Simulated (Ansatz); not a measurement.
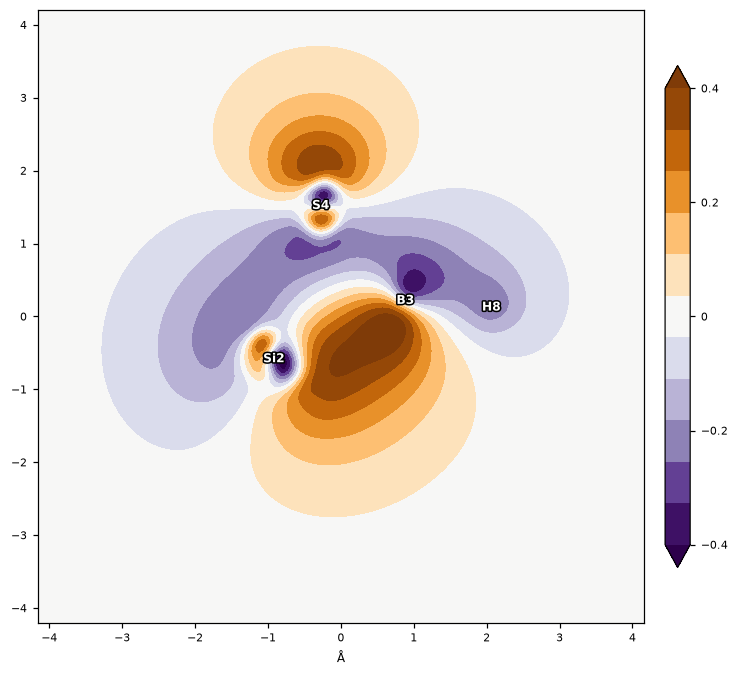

B$_{2}$H$_{4}$SSi (SMILES B[SiH]1BS1). One frontier orbital on the plane of atoms Si2, S4 and B3 (values in Å⁻³ᐟ²; the overall sign is arbitrary).

Geometry: PBE0-D4/def2-TZVP.

Theory: RKS PBE0-D4/def2-TZVPP in Ansatz.

```yaml
atoms:
  - { symbol: B, position_ang: [-0.3750, 1.6284, -0.0648] }
  - { symbol: Si, position_ang: [0.6628, -0.0400, -0.1420] }
  - { symbol: B, position_ang: [-0.1692, -1.7224, 0.4511] }
  - { symbol: S, position_ang: [-0.2388, -1.6783, -1.2896] }
  - { symbol: H, position_ang: [0.1015, 2.6442, 0.3465] }
  - { symbol: H, position_ang: [-1.5314, 1.6058, -0.3616] }
  - { symbol: H, position_ang: [2.1391, -0.0134, -0.2939] }
  - { symbol: H, position_ang: [-0.4968, -2.4814, 1.2985] }
```

### Which orbital is it: HOMO or LUMO?

The HOMO, at −7.20 eV. By Hirshfeld shares it lies mainly on Si2 (about 35 %), B3 (about 25 %), S4 (about 25 %) and B1 (about 10 %).
